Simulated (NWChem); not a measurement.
**CH5BN2 (SMILES NC1BN1): HSE06 (ITYH form)/pcseg-1 (density fitting with weigend coulomb fitting, esp resp)**

Aim: the energy difference between two shapes of CH5BN2 at HSE06 (ITYH form)/pcseg-1 (density fitting with weigend coulomb fitting, esp resp), from 2 runs. 

Program for the calculation: NWChem 7.3.0.

3 further runs of the same task are left out: 1 that didn't finish, 2 set aside as unsound or not needed.

## Step 1: The structure to begin with

CH5BN2: 9 atoms, total charge 0, spin state singlet. As SMILES, `NC1BN1`. The shape is that of a PBE0-D4/def2-TZVP optimisation. This is one conformer, not always the lowest.

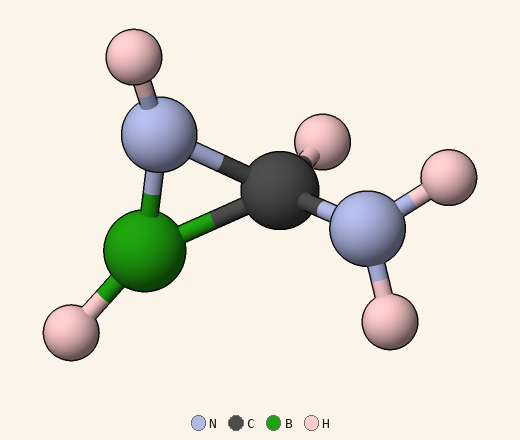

The structure, seen from a chosen angle (nitrogen light blue, carbon dark grey, boron green, hydrogen pink).

## Step 2: The energy at HSE06 (ITYH form)/pcseg-1 (density fitting with weigend coulomb fitting, esp resp)

The input, ch5bn2.nw:

```
start ch5bn2
title "CH5BN2 energy"
memory total 2200 mb
geometry units angstrom noautosym nocenter noautoz
  N     0.142900    1.194400   -0.640600
  C    -0.364200   -0.077200   -0.222300
  B     0.591200   -1.194100    0.303200
  N    -0.130500   -0.469900    1.171500
  H     0.784000    1.117400   -1.417000
  H    -0.589900    1.842600   -0.892400
  H    -1.366400   -0.317200   -0.582700
  H     1.414200   -2.039000    0.194700
  H    -0.392800   -0.103200    2.068300
end
basis "ao basis" spherical bse
  * library pcseg-1
end
basis "cd basis" spherical
  * library "weigend coulomb fitting"
end
dft
  xc xpbe96 1.0 xcampbe96 -0.25 cpbe96 1.0 srhfexch 0.25
  cam 0.11 cam_alpha 0.0 cam_beta 1.0
  grid medium
  direct
  print medium
end
esp
  restrain
  recalculate
end
task dft energy
task esp
```

Command:

```sh
$ nwchem ch5bn2.nw > ch5bn2.out
```

Standard output:

```text
[...]
          Wavefunction type:  closed shell.
          No. of atoms     :     9
          No. of electrons :    30
[...]
          Charge           :     0
          Spin multiplicity:     1
[...]
          AO basis - number of functions:    81
[...]
              XC Information
              --------------
                     Hartree-Fock (Exact) Exchange  0.250
          PerdewBurkeErnzerhof Exchange Functional  1.000
                     CAM-PBE96 Exchange Functional -0.250
            Perdew 1991 LDA Correlation Functional  1.000 local
           PerdewBurkeErnz. Correlation Functional  1.000 non-local
[...]
 d= 0,ls=0.0,diis     1   -175.1907536926 -2.85D+02  1.04D-02  4.46D-01     2.2
[...]
 d= 0,ls=0.0,diis     8   -175.2464393867  2.65D-08  8.69D-06  7.88D-07    15.9
         Total DFT energy =     -175.246439386683
      One electron energy =     -452.773281425199
           Coulomb energy =      193.138048534662
    Exchange-Corr. energy =      -25.059558139663
 Nuclear repulsion energy =      109.448351643518
[...]
 Dipole moment                                  0.416738    0.415749    0.415128
 Quadrupole moment Qxx                         -2.448516   -2.419468   -2.423008
                   Qyy                         -4.357728   -4.341897   -4.340611
                   Qzz                          6.806244    6.761366    6.763618
[...]
```

Run time: 17 s. Hardware: 1 thread of INTEL XEON PLATINUM 8581C at 2.10GHz (Emerald Rapids), shared host; peak memory 0.11 GiB.

## Step 3: The distorted shape, same level

The input, ch5bn2.nw:

```
start ch5bn2
title "CH5BN2 HSE06 (ITYH form)"
memory stack 880 mb heap 220 mb global 1100 mb
charge 0

geometry units angstrom noautosym nocenter
  zmatrix
    N
    C 1 r2
    B 2 r3 1 a3
    N 2 r4 3 a4 1 d4
    H 1 r5 2 a5 4 d5
    H 1 r6 5 a6 2 d6
    H 2 r7 4 a7 3 d7
    H 3 r8 4 a8 2 d8
    H 4 r9 2 a9 7 d9
  variables
    r2 1.590689
    r3 1.52027
    a3 120.44779
    r4 1.254281
    a4 60.95609
    d4 -110.15204
    r5 0.980202
    a5 117.47934
    d5 122.53494
    r6 0.980185
    a6 115.06787
    d6 -135.80254
    r7 1.016642
    a7 120.04012
    d7 119.83064
    r8 1.176965
    a8 152.08832
    d8 177.66461
    r9 0.915237
    a9 151.81353
    d9 -80.04114
  end
end

basis spherical bse
  * library pcseg-1
end

basis "cd basis" spherical
  * library "weigend coulomb fitting"
end

dft
  xc xpbe96 1.0 xcampbe96 -0.25 cpbe96 1.0 srhfexch 0.25
  cam 0.11 cam_alpha 0.0 cam_beta 1.0
  grid medium
  direct
  print medium
end

esp
  restrain
  recalculate
end

task dft
task esp
```

Command:

```sh
$ nwchem ch5bn2.nw > ch5bn2.out
```

Standard output:

```text
[...]
          Wavefunction type:  closed shell.
          No. of atoms     :     9
          No. of electrons :    30
[...]
          Charge           :     0
          Spin multiplicity:     1
[...]
          AO basis - number of functions:    81
[...]
              XC Information
              --------------
                     Hartree-Fock (Exact) Exchange  0.250
          PerdewBurkeErnzerhof Exchange Functional  1.000
                     CAM-PBE96 Exchange Functional -0.250
            Perdew 1991 LDA Correlation Functional  1.000 local
           PerdewBurkeErnz. Correlation Functional  1.000 non-local
[...]
 d= 0,ls=0.0,diis     1   -175.1086173032 -2.86D+02  1.38D-02  5.18D-01     2.2
[...]
 d= 0,ls=0.0,diis     8   -175.1757170263  2.97D-08  7.93D-06  8.70D-07    15.7
         Total DFT energy =     -175.175717026320
      One electron energy =     -454.759838765410
           Coulomb energy =      194.147180099575
    Exchange-Corr. energy =      -25.171895090530
 Nuclear repulsion energy =      110.608836730045
[...]
 Dipole moment                                  0.375593    0.375743    0.375308
 Quadrupole moment Qxx                         -1.693341   -1.687547   -1.689353
                   Qyy                          1.477865    1.420373    1.421458
                   Qzz                          0.215477    0.267173    0.267896
[...]
```

Run time: 17 s. Hardware: 1 thread of INTEL XEON PLATINUM 8581C at 2.10GHz (Emerald Rapids), shared host; peak memory 0.11 GiB.

## Step 4: Summary of results

Level: HSE06 (ITYH form)/pcseg-1 (density fitting with weigend coulomb fitting, esp resp).

| quantity | value |
| --- | --- |
| first shape: total energy | -175.24644 Eh |
| first shape: dipole moment | 1.12 D |
| first shape: HOMO energy | -6.42 eV |
| first shape: LUMO energy | 0.04 eV |
| first shape: HOMO–LUMO gap | 6.46 eV |
| distorted shape: total energy | -175.17572 Eh |
| distorted shape: dipole moment | 0.99 D |
| distorted shape: HOMO energy | -5.73 eV |
| distorted shape: LUMO energy | -0.68 eV |
| distorted shape: HOMO–LUMO gap | 5.04 eV |
| energy change with the atoms displaced | 1.924 eV |

**Reading.** With the atoms displaced the energy rises by 1.92 eV (186 kJ/mol). The first shape isn't relaxed at this level, so the change isn't measured from a minimum.
